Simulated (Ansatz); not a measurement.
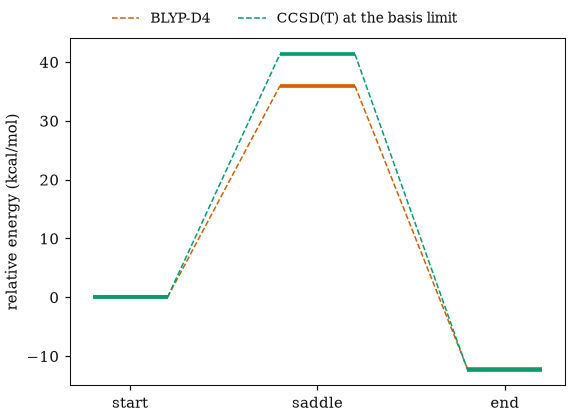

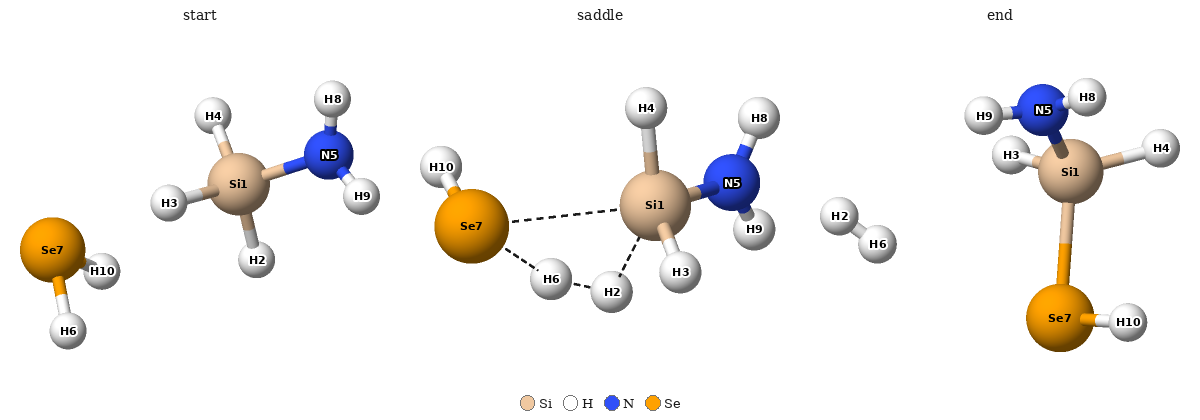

One elementary step of SiNH₇Se: start, first-order saddle point (changing pairs dashed) and end. Electronic energies at PBE0-D4/def2-TZVP geometries, energies in def2-TZVPP, the Ansatz code; cores frozen in correlated methods, no zero-point terms. Start and end are the structures at the ends of the path (complexes, where there are several molecules). On heavy atoms the filled d shell below the valence is correlated. The limit is the MP2 basis limit plus CCSD(T) less MP2 in triple zeta. Lines between the levels only guide the eye.

### Which bonds change in the step?

Si1–Se7 (3.73 → 2.71 → 2.29 Å) and H2–H6 (3.32 → 1.01 → 0.75 Å) form; Si1–H2 (1.49 → 1.69 → 4.05 Å) and H6–Se7 (1.47 → 1.77 → 3.36 Å) break (lengths at start, saddle and end; changes of bond order aren't listed). The imaginary mode at the saddle is 993.1i cm⁻¹ (PBE0-D4).

### Is the step uphill or downhill with BLYP-D4?

Downhill by 12.1 kcal/mol in electronic energy, over a barrier of 36.0 kcal/mol.

### Give the barriers and step energies (kcal/mol).

```csv
level,barrier,reverse barrier,step energy
BLYP-D4,36.0,48.1,−12.1
CCSD(T) at the basis limit,41.3,53.7,−12.3
```

Caveats, for all or some of the runs: no scalar relativity up to krypton.
